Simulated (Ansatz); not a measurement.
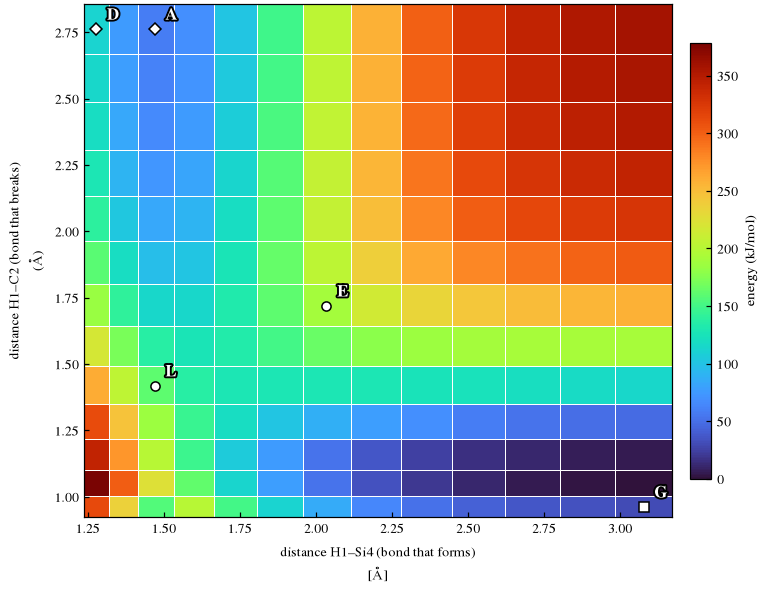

The reacting system C2H7Si (fragments C₂H₄ + H₃Si where the first distance is long, H₄Si + C₂H₃ where the second is long), spin multiplicity 2. 
- Coordinates scanned: (1) distance H1–Si4 (bond that forms); (2) distance H1–C2 (bond that breaks).
- Relaxed at each point: all other coordinates.
- Grid: 13 × 13 points.
- Points are written as (first, second).
- Energies are in kJ/mol, from the lowest grid point.
- Energies and slopes of some neighbouring points disagree (a jump in structure or state, or too coarse a mesh). In part of the range the unrestricted reference is strongly spin-contaminated.
- Computed with UHF/def2-SVP (Ansatz).

In the figure: one coloured cell a grid point, lettered points.

Is E the lowest point of the computed grid?

No. E lies 190 kJ/mol above the lowest grid point, which is at (3.078 Å, 1.044 Å).

Rank the lettered points by energy, lowest first.

G (31 kJ/mol), A (59 kJ/mol), D (111 kJ/mol), L (160 kJ/mol), E (190 kJ/mol).
